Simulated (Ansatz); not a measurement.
Geometry relaxation of Si₂H₆ClO₂F₃

The run: geometry relaxation of Si₂H₆ClO₂F₃. Method and program: RKS PBE-D4/def2-SVP (Ansatz 0.2.0).

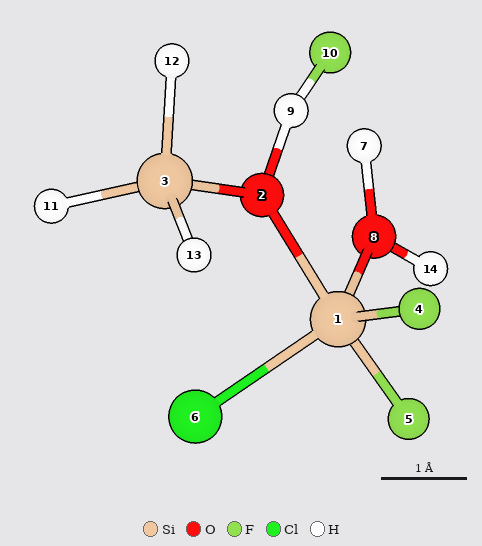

Fig. 1: The starting structure (ball-and-stick view, seen at a tilt; atoms are numbered from 1 in the order of the input).

Input file:
```yaml
crystal:
  periodic: [false, false, false]
  atoms:
    - {symbol: Si, position_ang: [-0.252571, 0.581428, 1.117735]}
    - {symbol: O, position_ang: [-0.017794, -0.134536, -0.512208]}
    - {symbol: Si, position_ang: [-1.105964, -0.186191, -1.795594]}
    - {symbol: F, position_ang: [-0.052648, 2.055786, 0.554943]}
    - {symbol: F, position_ang: [-0.231531, 0.998595, 2.693378]}
    - {symbol: Cl, position_ang: [-2.182970, -0.149311, 1.202331]}
    - {symbol: H, position_ang: [1.858385, -0.657421, 0.671554]}
    - {symbol: O, position_ang: [1.227043, -0.318178, 1.488550]}
    - {symbol: H, position_ang: [1.100859, -0.546225, -0.715780]}
    - {symbol: F, position_ang: [2.155485, -0.913646, -0.545386]}
    - {symbol: H, position_ang: [-1.948860, -1.397520, -1.706478]}
    - {symbol: H, position_ang: [-0.244762, -0.256078, -3.000132]}
    - {symbol: H, position_ang: [-1.921704, 1.045466, -1.798046]}
    - {symbol: H, position_ang: [1.617031, -0.122169, 2.345432]}
basis:
  gaussian: {orbitals: def2-SVP}
hamiltonian: {xc: pbe, dispersion: d4}
relax: {f_tol: 0.01, max_steps: 60, escape_saddle: true}
```

Launch command:
```bash
ansatz run in.yaml --threads 4 --pin off --events-out ev --progress --plain --max-ram 66560MiB --backend cuda --devices 0, --max-vram 37GiB
```

The program's output:
```
Error: invalid value for `relax.escape_saddle`: a Gaussian basis doesn't support `true`; leave it out, and run phonons on the result
```

Outcome:

```tsv
quantity	value
outcome	refused by the program
hardware	4 CPU threads, shared host
```

What went wrong:

The program refused the input: “invalid value for `relax.escape_saddle`: a Gaussian basis doesn't support `true`; leave it out, and run phonons on the result”
